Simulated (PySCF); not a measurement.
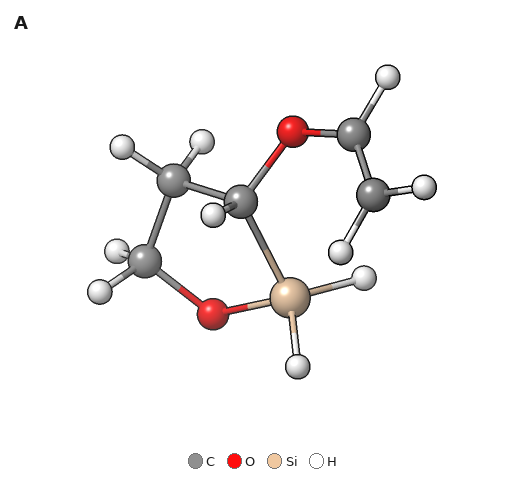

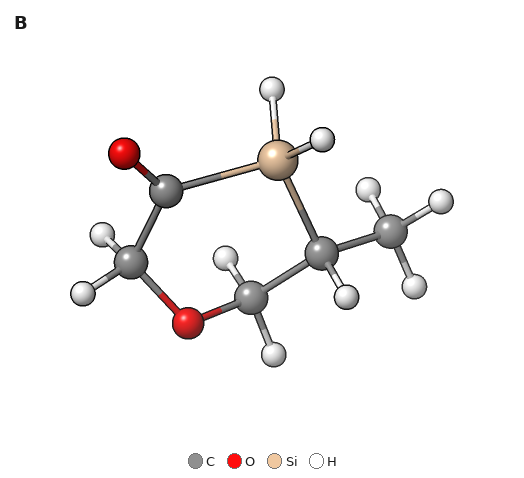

2 stationary structures of one formula. Geometries: GFN2-xTB. Electronic energies: PBE0/pcSseg-1 (PySCF 2.14.0), without zero-point energy. No frequency run is at hand to confirm each as a minimum. Each is one conformer, not always the lowest.

Are they conformers, stereoisomers or constitutional isomers?

Answer. They are constitutional isomers of C5H10O2Si: A `C=CO[C@H]1CCO[SiH2]1`, B `C[C@@H]1COCC(=O)[SiH2]1`.

Rank them by energy, lowest first.

Answer. A is lowest; B lies 7.0 kcal/mol above it.

The geometry is semi-empirical. Around Si such bond lengths and angles can be off by a tenth of an ångström or more and by several degrees, and values that hang on the shape move with them.
